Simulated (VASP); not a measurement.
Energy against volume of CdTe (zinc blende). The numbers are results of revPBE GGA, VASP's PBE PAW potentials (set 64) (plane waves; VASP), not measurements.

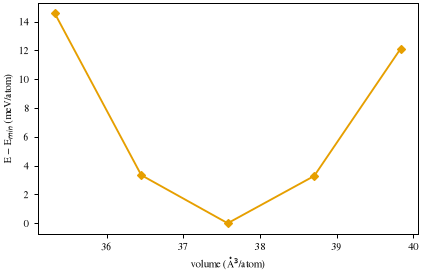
Fig. 1. Energy against volume

**Question.** Estimate the equilibrium volume and the bulk modulus.

**Answer.** The minimum lies near 37.6 Å³/atom, and the curvature gives B0 of about 31 GPa.

Measured: bulk modulus 43.7 GPa (computed value off by -28.2 %), as given by Elmahjoubi et al., (2023), arXiv:2303.01780; a 6.480 Å (computed value off by +3.3 %), as given by M J Lucero et al., Journal of Physics Condensed Matter (2012), arXiv:1111.4515. The calculation is for a static lattice, while the measured bulk modulus, a hold thermal and zero-point effects, which are part of the difference.

The compound is CdTe in the zinc blende structure. It was relaxed first, which changed the volume by +10 %.
